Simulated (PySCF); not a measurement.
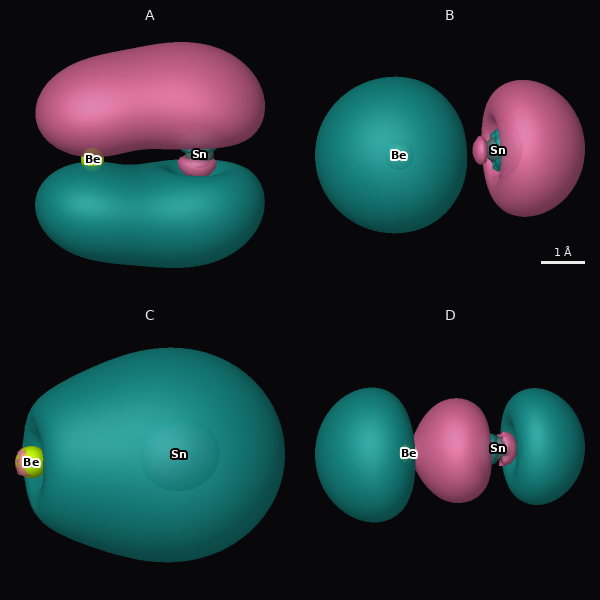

*BeSn (triplet). Four frontier β-spin orbitals, each drawn at the value that holds 80 % of its norm (teal and pink are the two phases), in no order; of a degenerate pair one member is drawn.*

All numbers below come from PySCF 2.14.0, PBE0/x2c-SVPall, spin-free X2C-1e, Gaussian nucleus, at a bond length of 2.365 Å.

> Name the orbitals and rank them from lowest to highest energy.

Orbital C: σ, occupied in this spin, −11.23 eV; mainly on Sn (85 %).
Orbital B: σ, occupied in this spin, −6.49 eV; shared between the atoms (Be 60 %, Sn 40 %).
Orbital D: σ, empty in this spin, −3.02 eV; shared between the atoms (Be 60 %, Sn 40 %).
Orbital A: π, empty in this spin, −2.50 eV; bonding, with no node between the atoms.
